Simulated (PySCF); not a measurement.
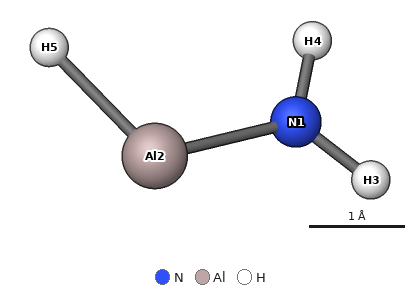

The input geometry (ball-and-stick view, seen at an oblique angle; atoms are numbered from 1 in the order of the input). Sticks mark near contacts.

**Single-point calculation, with input and output: AlNH3**

System: AlNH3, multiplicity 2.
Method: M06-2X/def2-TZVPP, UKS (PySCF 2.14.0).

The geometry was optimised with PBE0-D4/def2-TZVP.

### The program's output
```
WARN: HOMO -0.143235037721958 >= LUMO -0.143235037721958

converged SCF energy = -298.954733489684  <S^2> = 0.75254611  2S+1 = 2.0025445
total energy: -298.95473349 hartree
```

The run was set up as follows.

### Input file (input.py)
```python
from pyscf import gto, dft

mol = gto.M(
    atom='''
N     -0.218044    -1.249721     0.324339
Al     1.622859     1.544912     0.136425
H      0.289325    -2.846175     1.227349
H     -1.938615    -1.459893    -0.470508
H      0.388484     3.834606    -1.420324
''',
    basis='def2-tzvpp',
    unit='bohr',
    verbose=3,
    max_memory=1860,
    spin=1,
)

mf = dft.UKS(mol, xc='m06-2x')
mf.grids.level = 5
mf.conv_tol = 1e-10
mf.kernel()
if not mf.converged:
    mf = mf.newton().run(mf.mo_coeff, mf.mo_occ)

e_final = mf.e_tot
print(f'total energy: {e_final:.8f} hartree')
```

Launch command:
```bash
OMP_NUM_THREADS=1 python input.py
```

### Results in brief

```csv
quantity,value
outcome,converged
total energy,−298.954733 hartree
basis functions,115
⟨S²⟩,0.753
dipole moment,1.04 D
hardware,"1 thread of Arm Neoverse V1, 24 GiB of memory available, shared host"
wall time,1.7 min
peak memory,0.68 GiB
```
